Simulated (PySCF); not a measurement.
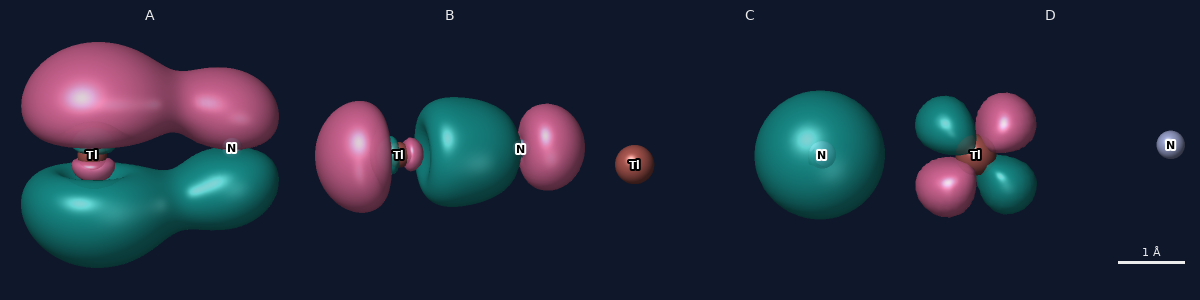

Figure. TlN (charge +1, quartet). Four frontier β-spin orbitals, each drawn at the value that holds 80 % of its norm (teal and pink are the two phases), in no order; of a degenerate pair one member is drawn.

Core potentials replace the inner electrons of Tl.

Computed with PBE0/aug-cc-pVDZ(-PP), non-relativistic Hamiltonian with scalar-relativistic core potentials where named, at a bond length of 3.083 Å (PySCF).

Question: Label each orbital by symmetry, say whether it is occupied, and order them by energy.

Answer: Orbital D: π, occupied in this spin, −24.62 eV; almost wholly on Tl.
Orbital C: σ, occupied in this spin, −21.81 eV; almost wholly on N.
Orbital B: σ, empty in this spin, −8.20 eV; shared between the atoms (Tl 45 %, N 55 %).
Orbital A: π, empty in this spin, −7.56 eV; bonding, with no node between the atoms.
